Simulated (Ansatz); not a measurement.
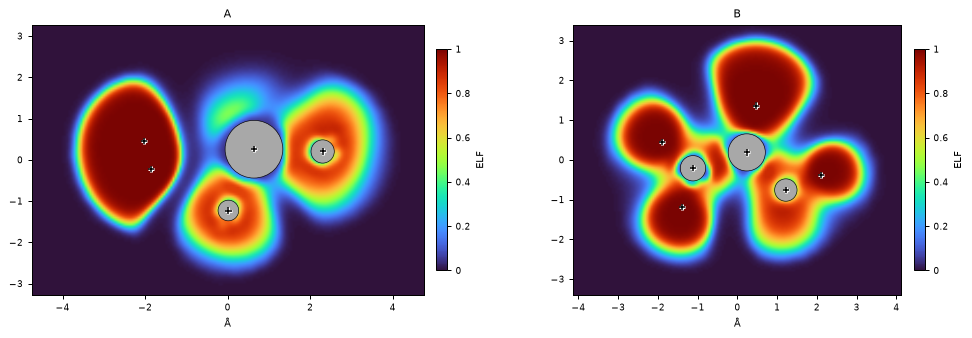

The ELF of 2 systems, each on a plane through atoms (crosses mark nuclei in the plane; grey discs cover the cores).

All numbers below come from RKS PBE-D4/6-31G* (Ansatz).

System 1: FH3OSi···H2, the plane of atoms F2, Si1 and O4. Not at a stationary point (largest force 1.7 eV/Å).

| atom | x (Å) | y (Å) | z (Å) |
| --- | --- | --- | --- |
| Si | -0.1138 | 0.1354 | -0.0389 |
| F | -0.1957 | 0.2121 | 1.5671 |
| H | 1.3036 | 0.2694 | -0.4748 |
| O | -0.8857 | 1.4390 | -0.7318 |
| H | -1.8600 | 1.4148 | -0.6829 |
| H | -0.7650 | -1.1468 | -0.4605 |
| H | 1.2669 | -1.9166 | 0.9654 |
| H | 1.0129 | -1.5396 | 1.5128 |

System 2: BH4NO···HF, the plane of atoms B1, N3 and H4. Not at a stationary point (largest force 0.7 eV/Å).

```csv
atom,x (Å),y (Å),z (Å)
B,0.0728,-0.2808,-0.1297
H,0.0761,-0.6657,1.0101
N,1.3202,-0.1020,-0.7641
H,2.2042,-0.3266,-0.3252
H,1.4005,0.1948,-1.7341
O,-1.0845,-0.1306,-0.8628
H,-1.8608,-0.1337,-0.2744
F,-0.2921,1.8584,1.1734
H,0.2702,1.1417,1.4007
```

Q: Match each panel to its system.

A: Panel A is system 1, FH3OSi···H2: the plane holds Si, F, O and H. Si1···H8 (2.55 Å): the ELF dips to about 0.05 between them. Panel B is system 2, BH4NO···HF: the plane holds B, H, N and O. B–O (1.38 Å): the ELF peaks at about 0.90 between the atoms: a short, strongly polar bond.
